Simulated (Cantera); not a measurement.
A closed system holds: 1 mol AlCl3, 36 mol NH3, 1.1 mol N2, 1.1 mol N2O, held at 40.0 mbar.

These are equilibrium values from Cantera (NASA tables, ideal gas, pure condensed phases), not measurements of a reactor. Candidate condensed phases: Al, AlCl3, AlN, Al2O3, H2O, NH4Cl; 45 gas species. Mutual solubility and eutectic melting of coexisting phases are not modelled. The tables' values for AlCl2, AlOH are old estimates; treat these amounts as uncertain. Condensed phases not in the tables: AlOCl, aluminium oxynitride. Equilibrium is a limit: real reactors are often held back by kinetics, nucleation or transport.

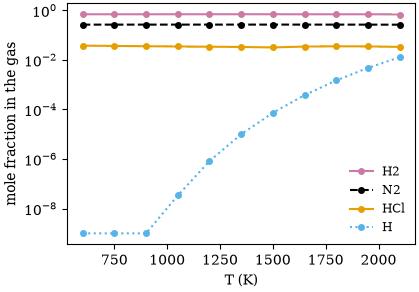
Fig. 1. Equilibrium gas composition (values under 1e-9 drawn at 1e-9)

From 600 K to 1350 K the condensed part is AlN(s) + Al2O3(s). From 1500 K to 2100 K the condensed part is Al2O3(s). The main Al-bearing gas is AlCl3 at 600 K and AlCl at 2100 K. The share of Al in condensed phases is highest at 600 K (95.0 %) and lowest at 2100 K (60.8 %).
